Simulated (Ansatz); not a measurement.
# SiH₃F + H₂: a complex and its separated parts, part 2 of 2

Ansatz 0.2.0, Gaussian basis. The steps go on from the part before.

### Step 14. wB97X-V/def2-TZVPP

The inputs:

parta/in.yaml

```yaml
crystal:
  periodic: [false, false, false]
  atoms:
    - {symbol: Si, position_ang: [-0.647618, 0.829510, 0.438188]}
    - {symbol: H, position_ang: [-0.837251, 0.562084, -1.006837]}
    - {symbol: H, position_ang: [-1.902231, 0.574986, 1.184326]}
    - {symbol: H, position_ang: [-0.186131, 2.220862, 0.654337]}
    - {symbol: F, position_ang: [0.477063, -0.165219, 0.990670]}
basis:
  gaussian: {orbitals: def2-TZVPP}
hamiltonian: {xc: {name: wB97X-V}}
```

partb/in.yaml

```yaml
crystal:
  periodic: [false, false, false]
  atoms:
    - {symbol: H, position_ang: [1.611344, -2.187450, -1.452971]}
    - {symbol: H, position_ang: [1.484725, -1.834673, -0.807811]}
basis:
  gaussian: {orbitals: def2-TZVPP}
hamiltonian: {xc: {name: wB97X-V}}
```

Each run has its own folder and the same command.

Command:

```sh
ansatz run in.yaml --threads 2 --pin off --events-out ev --progress --plain --max-ram 4352MiB
```

Output in parta, cut to the lines that bear on the results:

```text
Functional definition: wB97X-V
  name "wB97X-V"
  cite "Mardirossian & Head-Gordon, Phys. Chem. Chem. Phys. 16, 9904 (2014) doi:10.1039/C3CP54374A"
  cite "Becke, J. Chem. Phys. 107, 8554 (1997) doi:10.1063/1.475007"
  cite "Vydrov & Van Voorhis, J. Chem. Phys. 133, 244103 (2010) doi:10.1063/1.3521275"
[...]
      + integral(e_c_pw_opposite_spin*poly(b97_u_opposite, cos0, cos1)) + vv10(b, c)
624 factors; their error is unknown
142 factors; integrals over basis functions are off by at most 1.1e-5 eV
[...]
mean field -10644.06755647 eV, -391.1622678923 hartree, gradient 1.8e-5 eV, S^2 0.000000; 0 other end points of the search recorded, 0 dependent functions left out
reference -10644.06755487 eV, -391.1622678333 hartree; 13, 13 occupied and 102, 102 virtual orbitals, 624 factors
Total energy: -10644.06755487 eV, -391.1622678333 hartree
```

partb printed, cut to the lines that bear on the results:

```text
[... 5 set-up lines as earlier in the session ...]
[...]
      + integral(e_c_pw_opposite_spin*poly(b97_u_opposite, cos0, cos1)) + vv10(b, c)
118 factors; their error is unknown
42 factors; integrals over basis functions are off by at most 3.0e-5 eV
[...]
mean field -31.90860354 eV, -1.1726195516 hartree, gradient 8.8e-5 eV, S^2 0.000000; 0 other end points of the search recorded, 0 dependent functions left out
reference -31.90860254 eV, -1.1726195148 hartree; 1, 1 occupied and 27, 27 virtual orbitals, 118 factors
Total energy: -31.90860254 eV, -1.1726195148 hartree
```

Times: 2.5 s (parta), 0.2 s (partb) on 2 threads of Arm Neoverse V1, shared host.

### Step 15. wB97M-V/def2-TZVPP

Each input of step 14 (parta, partb) changes in the same lines:

```diff
-hamiltonian: {xc: {name: wB97X-V}}
+hamiltonian: {xc: {name: wB97M-V}}
```

The same command starts each run, in its folder.

Command:

```sh
ansatz run in.yaml --threads 2 --pin off --events-out ev --progress --plain --max-ram 4352MiB
```

parta printed, cut to the lines that bear on the results:

```text
Functional definition: wB97M-V
  name "wB97M-V"
  cite "Mardirossian & Head-Gordon, J. Chem. Phys. 144, 214110 (2016) doi:10.1063/1.4952647"
[... 2 set-up lines as earlier in the session ...]
  # Of w^i u^j: cxij and so on, Table III.
[...]
  gx(w, u) = 1 - cx + cx01*u + cx10*w
[...]
      + integral(e_c_pw_mod_opposite_spin*gos(b97_w_opposite, b97_u_opposite)) + vv10(b, c)
624 factors; their error is unknown
142 factors; integrals over basis functions are off by at most 1.1e-5 eV
[...]
mean field -10644.72788073 eV, -391.1865343612 hartree, gradient 2.4e-5 eV, S^2 0.000000; 0 other end points of the search recorded, 0 dependent functions left out
reference -10644.72792010 eV, -391.1865358079 hartree; 13, 13 occupied and 102, 102 virtual orbitals, 624 factors
Total energy: -10644.72792010 eV, -391.1865358079 hartree
```

partb printed, cut to the lines that bear on the results:

```text
[... 5 set-up lines as earlier in the session ...]
  # Of w^i u^j: cxij and so on, Table III.
[...]
  gx(w, u) = 1 - cx + cx01*u + cx10*w
[...]
      + integral(e_c_pw_mod_opposite_spin*gos(b97_w_opposite, b97_u_opposite)) + vv10(b, c)
118 factors; their error is unknown
42 factors; integrals over basis functions are off by at most 3.0e-5 eV
[...]
mean field -31.60112251 eV, -1.1613198321 hartree, gradient 7.4e-6 eV, S^2 0.000000; 0 other end points of the search recorded, 0 dependent functions left out
reference -31.60114676 eV, -1.1613207235 hartree; 1, 1 occupied and 27, 27 virtual orbitals, 118 factors
Total energy: -31.60114676 eV, -1.1613207235 hartree
```

They took 2.9 s (parta), 0.25 s (partb) on 2 threads of Arm Neoverse V1, shared host.

### Step 16. B2PLYP/def2-TZVPP

Each input of step 15 (parta, partb) changes in the same lines:

```diff
-hamiltonian: {xc: {name: wB97M-V}}
+hamiltonian: {xc: {name: B2PLYP}}
```

One command serves all of them, each in its own folder.

Command:

```sh
ansatz run in.yaml --threads 2 --pin off --events-out ev --progress --plain --max-ram 4352MiB
```

Log of parta, cut to the lines that bear on the results:

```text
Functional definition: B2PLYP
  name "B2PLYP"
  cite "Grimme, J. Chem. Phys. 124, 034108 (2006) doi:10.1063/1.2148954"
[... 2 set-up lines as earlier in the session ...]
[...]
673 factors; integrals over basis functions are off by at most 7.7e-4 eV
[...]
mean field -10638.17833461 eV, -390.9458429807 hartree, gradient 3.7e-6 eV, S^2 0.000000; 0 other end points of the search recorded, 0 dependent functions left out
6 core orbitals not correlated: weight in the atoms' cores, before any rotation towards them, 1.000 or more for the frozen orbitals, at most 0.000 for the correlated occupied ones
reference -10638.17846001 eV, -390.9458475889 hartree; 7, 7 occupied and 102, 102 virtual orbitals, 673 factors
second order -12.40006902 eV of doubles, -0.00000000 eV of singles
Total energy: -10641.52647864 eV, -391.0688850043 hartree
```

Log of partb, cut to the lines that bear on the results:

```text
[... 5 set-up lines as earlier in the session ...]
[...]
145 factors; integrals over basis functions are off by at most 7.3e-4 eV
[...]
mean field -31.55850253 eV, -1.1597535767 hartree, gradient 1.0e-6 eV, S^2 0.000000; 0 other end points of the search recorded, 0 dependent functions left out
reference -31.55859194 eV, -1.1597568626 hartree; 1, 1 occupied and 27, 27 virtual orbitals, 145 factors
second order -1.02365539 eV of doubles, -0.00000000 eV of singles
Total energy: -31.83497890 eV, -1.1699138959 hartree
```

They took 1.2 s (parta), 0.15 s (partb) on 2 threads of Arm Neoverse V1, shared host.

### Step 17. PBE-QIDH/def2-TZVPP

Each input of step 16 (parta, partb) changes in the same lines:

```diff
-hamiltonian: {xc: {name: B2PLYP}}
+hamiltonian: {xc: {name: PBE-QIDH}}
```

Each run has its own folder and the same command.

Command:

```sh
ansatz run in.yaml --threads 2 --pin off --events-out ev --progress --plain --max-ram 4352MiB
```

parta printed, cut to the lines that bear on the results:

```text
Functional definition: PBE-QIDH
  name "PBE-QIDH"
  cite "Brémond, Sancho-García, Pérez-Jiménez & Adamo, J. Chem. Phys. 141, 031101 (2014) doi:10.1063/1.4890314"
[... 1 set-up line as earlier in the session ...]
[...]
673 factors; integrals over basis functions are off by at most 7.7e-4 eV
[...]
mean field -10633.78428593 eV, -390.7843646700 hartree, gradient 7.2e-6 eV, S^2 0.000000; 0 other end points of the search recorded, 0 dependent functions left out
6 core orbitals not correlated: weight in the atoms' cores, before any rotation towards them, 1.000 or more for the frozen orbitals, at most 0.000 for the correlated occupied ones
reference -10633.78429572 eV, -390.7843650298 hartree; 7, 7 occupied and 102, 102 virtual orbitals, 673 factors
second order -11.59230549 eV of doubles, -0.00000000 eV of singles
Total energy: -10637.64839755 eV, -390.9263681529 hartree
```

partb printed, cut to the lines that bear on the results:

```text
[... 4 set-up lines as earlier in the session ...]
[...]
145 factors; integrals over basis functions are off by at most 7.3e-4 eV
[...]
mean field -31.52726265 eV, -1.1586055323 hartree, gradient 1.4e-6 eV, S^2 0.000000; 0 other end points of the search recorded, 0 dependent functions left out
reference -31.52726906 eV, -1.1586057682 hartree; 1, 1 occupied and 27, 27 virtual orbitals, 145 factors
second order -0.95919917 eV of doubles, -0.00000000 eV of singles
Total energy: -31.84700212 eV, -1.1703557412 hartree
```

Wall times: 1.2 s (parta), 0.1 s (partb) on 2 threads of Arm Neoverse V1, shared host.

### Step 18. RPA on PBE/def2-TZVPP

Each input of step 17 (parta, partb) changes in the same lines:

```diff
-hamiltonian: {xc: {name: PBE-QIDH}}
+hamiltonian: {xc: pbe}
+correlation: {method: rpa}
```

Each run has its own folder and the same command.

Command:

```sh
ansatz run in.yaml --threads 2 --pin off --events-out ev --progress --plain --max-ram 4352MiB
```

Log of parta, cut to the lines that bear on the results:

```text
[... 4 set-up lines as earlier in the session ...]
[...]
673 factors; integrals over basis functions are off by at most 7.7e-4 eV
[...]
mean field -10639.26719142 eV, -390.9858577303 hartree, gradient 3.2e-6 eV, S^2 0.000000; 0 other end points of the search recorded, 0 dependent functions left out
6 core orbitals not correlated: weight in the atoms' cores, before any rotation towards them, 1.000 or more for the frozen orbitals, at most 0.000 for the correlated occupied ones
reference -10617.93366056 eV, -390.2018649315 hartree; 7, 7 occupied and 102, 102 virtual orbitals, 673 factors
Total energy: -10635.41343525 eV, -390.8442348033 hartree
```

Output in partb, cut to the lines that bear on the results:

```text
[... 4 set-up lines as earlier in the session ...]
[...]
145 factors; integrals over basis functions are off by at most 7.3e-4 eV
[...]
mean field -31.73221125 eV, -1.1661372547 hartree, gradient 1.4e-6 eV, S^2 0.000000; 0 other end points of the search recorded, 0 dependent functions left out
reference -30.80641777 eV, -1.1321149716 hartree; 1, 1 occupied and 27, 27 virtual orbitals, 145 factors
Total energy: -32.86230709 eV, -1.2076675105 hartree
```

Wall times: 1.2 s (parta), 0.15 s (partb) on 2 threads of Arm Neoverse V1, shared host.

### Step 19. CCSD(T)/def2-TZVPP

The same edit goes into each in.yaml of step 18 (parta, partb):

```diff
-hamiltonian: {xc: pbe}
-correlation: {method: rpa}
+correlation: {method: ccsd_t}
```

One command serves all of them, each in its own folder.

Command:

```sh
ansatz run in.yaml --threads 2 --pin off --events-out ev --progress --plain --max-ram 4352MiB
```

Output in parta, cut to the lines that bear on the results:

```text
Functional definition: HF
  name "HF"
  cite "Fock, Z. Phys. 61, 126 (1930) doi:10.1007/BF01340294"
[... 1 set-up line as earlier in the session ...]
[...]
673 factors; integrals over basis functions are off by at most 7.7e-4 eV
[...]
mean field -10618.75671022 eV, -390.2321114489 hartree, gradient 1.8e-6 eV, S^2 0.000000; 0 other end points of the search recorded, 0 dependent functions left out
6 core orbitals not correlated: weight in the atoms' cores, before any rotation towards them, 1.000 or more for the frozen orbitals, at most 0.000 for the correlated occupied ones
reference -10618.75671022 eV, -390.2321114489 hartree; 7, 7 occupied and 102, 102 virtual orbitals, 673 factors
second order -10.41001502 eV of doubles, -0.00000000 eV of singles
cycle   1  -10.68409698 eV  change   -2.7e-1 eV  update   7.1e-2
[...]
cycle   8  -11.00764164 eV  change    1.7e-5 eV  update   1.3e-5
perturbative correction -0.28076083 eV, -0.0103177701 hartree
Total energy: -10630.04511269 eV, -390.6469525880 hartree
```

partb printed, cut to the lines that bear on the results:

```text
[... 4 set-up lines as earlier in the session ...]
[...]
145 factors; integrals over basis functions are off by at most 7.3e-4 eV
[...]
mean field -30.82772051 eV, -1.1328978331 hartree, gradient 4.3e-7 eV, S^2 0.000000; 0 other end points of the search recorded, 0 dependent functions left out
reference -30.82772051 eV, -1.1328978331 hartree; 1, 1 occupied and 27, 27 virtual orbitals, 145 factors
second order -0.86257120 eV of doubles, -0.00000000 eV of singles
cycle   1  -1.00722360 eV  change   -1.4e-1 eV  update   2.6e-2
[...]
cycle   7  -1.07306777 eV  change    5.8e-7 eV  update   4.1e-7
perturbative correction -0.00000000 eV, -0.0000000000 hartree
Total energy: -31.90078829 eV, -1.1723323464 hartree
```

Wall times: 3.1 s (parta), 0.1 s (partb) on 2 threads of Arm Neoverse V1, shared host; peak memory 0.44 GiB.

### Step 20. Vibrations of SiH₃F

vib-parta/in.yaml

```yaml
crystal:
  periodic: [false, false, false]
  atoms:
    - {symbol: Si, position_ang: [-0.647618, 0.829510, 0.438188]}
    - {symbol: H, position_ang: [-0.837251, 0.562084, -1.006837]}
    - {symbol: H, position_ang: [-1.902231, 0.574986, 1.184326]}
    - {symbol: H, position_ang: [-0.186131, 2.220862, 0.654337]}
    - {symbol: F, position_ang: [0.477063, -0.165219, 0.990670]}
basis:
  gaussian: {orbitals: def2-TZVP}
hamiltonian: {xc: pbe0, dispersion: d4}
phonons: {temperatures: {t_min: 298.15, t_max: 900, t_step: 200}}
```

Command:

```sh
ansatz run in.yaml --threads 2 --pin off --events-out ev --progress --plain --max-ram 4352MiB
```

Standard output, cut to the lines that bear on the results:

```text
[... 5 set-up lines as earlier in the session ...]
[...]
556 factors; their error is unknown
[...]
mean field -10640.14967703 eV, -391.0182884785 hartree, gradient 4.3e-5 eV, S^2 0.000000; 0 other end points of the search recorded, 0 dependent functions left out
[...]
Atom 2 at    -1.902231     0.574986     1.184326 Å, force    -0.000418    -0.000354     0.000058 eV/Å
Atom 3 at    -0.186131     2.220862     0.654337 Å, force     0.000282     0.000483     0.000050 eV/Å
Atom 4 at     0.477063    -0.165219     0.990670 Å, force    -0.000206     0.000032    -0.000096 eV/Å
Dipole moment:    -0.185785     0.164270    -0.091270 e Å
Vibrations: 722.37 722.40 880.13 956.07 956.12 987.10 2250.03 2257.46 2257.47 cm⁻¹, zero-point energy 0.743234 eV
```

It took 15 s on 2 threads of Arm Neoverse V1, shared host.

The modes, with what each moves most:

```csv
mode,wavenumber (cm⁻¹),character
1,722,bend
2,722,bend
3,880,Si–F stretch
4,956,bend
5,956,bend
6,987,bend
7,2250,Si–H stretch
8,2257,Si–H stretch
9,2257,Si–H stretch
```

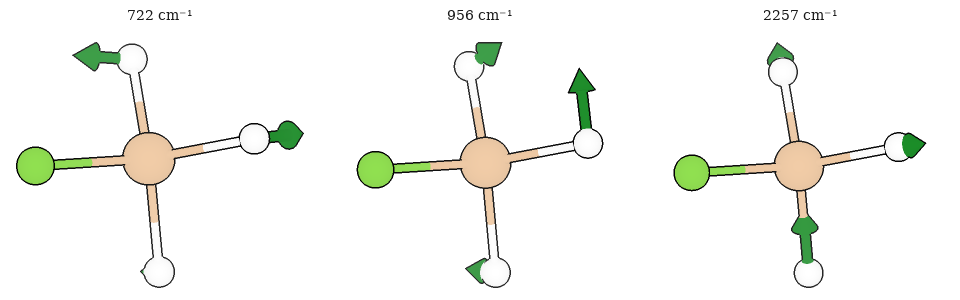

How the atoms move in 3 of the modes.

Vibrational sums (real modes only):

```csv
T (K),entropy (J/mol/K),heat capacity (J/mol/K)
298,4.3,14.1
498,16.0,31.8
698,28.8,43.6
898,40.8,51.7
```

### Step 21. Vibrations of H₂

vib-partb/in.yaml

```yaml
crystal:
  periodic: [false, false, false]
  atoms:
    - {symbol: H, position_ang: [1.611344, -2.187450, -1.452971]}
    - {symbol: H, position_ang: [1.484725, -1.834673, -0.807811]}
basis:
  gaussian: {orbitals: def2-TZVP}
hamiltonian: {xc: pbe0, dispersion: d4}
phonons: {temperatures: {t_min: 298.15, t_max: 900, t_step: 200}}
```

Command:

```sh
ansatz run in.yaml --threads 2 --pin off --events-out ev --progress --plain --max-ram 4352MiB
```

Standard output, cut to the lines that bear on the results:

```text
[... 5 set-up lines as earlier in the session ...]
[...]
88 factors; their error is unknown
[...]
mean field -31.78865275 eV, -1.1682114414 hartree, gradient 1.8e-5 eV, S^2 0.000000; 0 other end points of the search recorded, 0 dependent functions left out
[...]
reference -31.78855399 eV, -1.1682078119 hartree; 1, 1 occupied and 11, 11 virtual orbitals, 88 factors
Total energy: -31.79027516 eV, -1.1682710638 hartree
Atom 0 at     1.611344    -2.187450    -1.452971 Å, force    -0.000104     0.000289     0.000529 eV/Å
Atom 1 at     1.484725    -1.834673    -0.807811 Å, force     0.000104    -0.000289    -0.000529 eV/Å
Dipole moment:     0.000000    -0.000000    -0.000000 e Å
Vibrations: 4414.83 cm⁻¹, zero-point energy 0.273685 eV
```

Wall time 0.25 s (2 threads of Arm Neoverse V1, shared host).

Wavenumbers and character of the modes:

```csv
mode,wavenumber (cm⁻¹),character
1,4415,H–H stretch
```

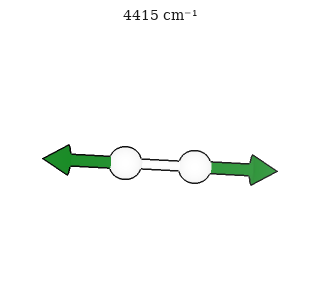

Displacements of 1 modes, as arrows.

Vibrational sums (real modes only):

```csv
T (K),entropy (J/mol/K),heat capacity (J/mol/K)
298,0.0,0.0
498,0.0,0.0
698,0.0,0.1
898,0.1,0.4
```

### Step 22. Complex less separated parts

The complex's own energies come from single points at the same levels.

Rows are in def2-TZVPP; times add the 3 runs of a level on a shared host, so small differences are noise.

Differences are taken before rounding.

```csv
method,rung,complex less parts (kJ/mol),from CCSD(T) (kJ/mol),time
SPW92,LDA,-4.66,-2.86,1.1 s
PBE-D4,GGA,-3.33,-1.53,1.7 s
BLYP-D4,GGA,-2.18,-0.37,1.7 s
r2SCAN-D4,meta-GGA,-1.75,+0.05,3.9 s
B97M-V,meta-GGA,-2.14,-0.33,7.7 s
PBE0-D4,hybrid,-2.79,-0.98,1.9 s
B3LYP-D4,hybrid,-2.36,-0.56,2 s
r2SCAN0-D4,hybrid,-1.92,-0.12,4 s
BHLYP-D4,hybrid,-2.58,-0.78,2.1 s
CAM-B3LYP-D4,range-separated hybrid,-2.79,-0.98,2.4 s
wB97X-V,range-separated hybrid,-2.43,-0.62,6.4 s
wB97M-V,range-separated hybrid,-2.26,-0.45,7.2 s
B2PLYP,double hybrid,-1.15,+0.65,3.2 s
PBE-QIDH,double hybrid,-1.50,+0.30,3.1 s
RPA on PBE,RPA,-1.16,+0.64,3.2 s
Hartree-Fock,wavefunction,0.09,+1.89,
MP2,wavefunction,-1.68,+0.12,
CCSD,wavefunction,-1.55,+0.25,
CCSD(T),wavefunction,-1.80,0,12 s
```

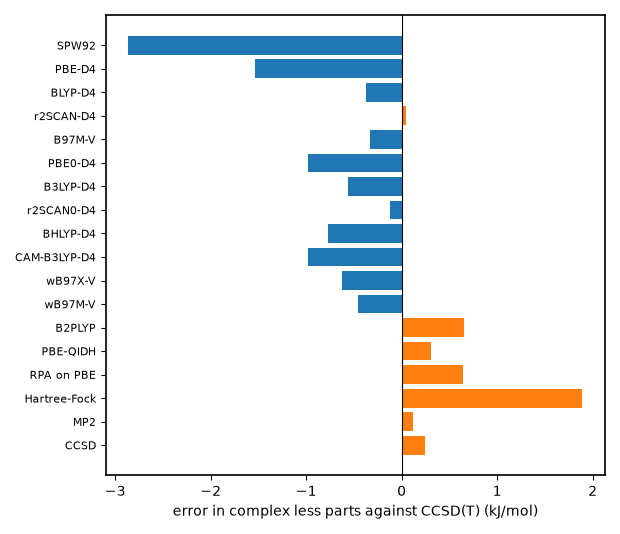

Error of each method against CCSD(T).

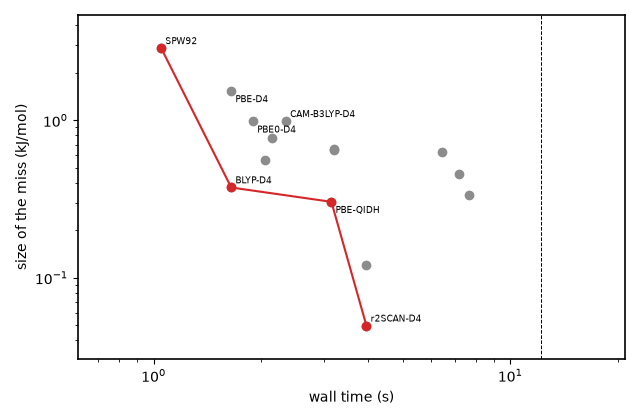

Accuracy for the time spent; red marks the levels that beat every quicker one drawn (of those quicker than the yardstick), and the dashed line is the time of CCSD(T). Only those levels and the largest misses are named. Times are from a shared host.

r2SCAN-D4 reaches 0.05 kJ/mol from the reference in 3.9 s, where CCSD(T) took 12 s; the quickest level in the cost chart, SPW92, takes 1.1 s and misses by 2.86 kJ/mol.

The complex's zero-point energy, from a separate PBE0-D4 run, is 1.053 eV.

### Step 23. Summary of results

The summary covers parts 1 to 2.

```
                              quantity         value
complex less parts, CCSD(T)/def2-TZVPP  -1.80 kJ/mol
                with zero-point energy  +1.68 kJ/mol
                 largest T1 diagnostic         0.011
```

**Reading.** At CCSD(T) the complex lies 1.80 kJ/mol below its parts. r2SCAN-D4 is the best functional here (+0.05 kJ/mol from CCSD(T)); SPW92 is the worst (-2.86 kJ/mol). By rung, the mean size of the error is: LDA 2.86, GGA 0.95, meta-GGA 0.19, hybrid 0.61, range-separated hybrid 0.69, double hybrid 0.48 kJ/mol. PBE-D4 gives a relative energy 1.53 kJ/mol too low, an error of 85 % of the reference. No counterpoise was applied, and triple zeta lacks some correlation, so the CCSD(T) reference has a basis error of its own, and close matches with it are partly luck.
